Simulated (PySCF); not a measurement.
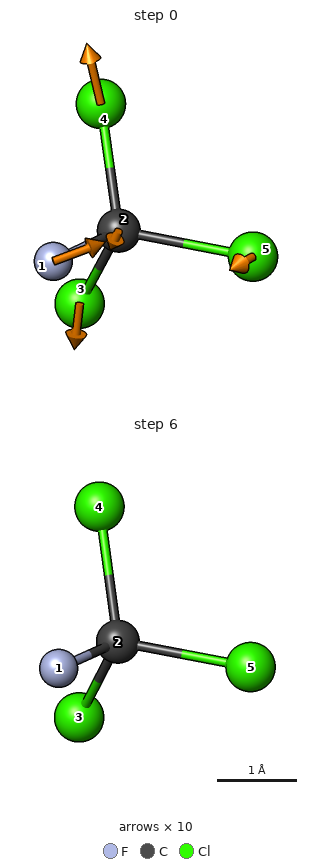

The structure of CCl3F before (top) and after (bottom) a relaxation, at one scale. The orange arrows give the displacements, 10 times their true length.

Style: ball-and-stick. Shown at a tilt.

The start comes from MMFF94s. Its atoms were then displaced at random by about 0.03 Å.

Computed with PBE0-D3(BJ)/def2-SVP geometry optimisation, gas phase (PySCF 2.14.0, density-fitted response routines). 

Q: Summarise the run.

A: Cl4 moves most after the best rigid fit: 0.086 Å. Largest moves by element: Cl 0.086 Å, F 0.074 Å, C 0.034 Å. Near-neighbour distances that change, for instance: C2–Cl4 1.676 → 1.767 Å, F1–C2 1.384 → 1.327 Å, C2–Cl3 1.742 → 1.766 Å, C2–Cl5 1.776 → 1.767 Å. Among the angles between lasting bonds that change: F1–C2–Cl5 112.4° → 108.7°, Cl3–C2–Cl4 107.2° → 110.3°, F1–C2–Cl3 105.7° → 108.6°. Over 6 geometry steps the energy falls by 22.3 kJ/mol. Cost: 15 s on 1 thread of Arm Neoverse V1, with other jobs on the host.
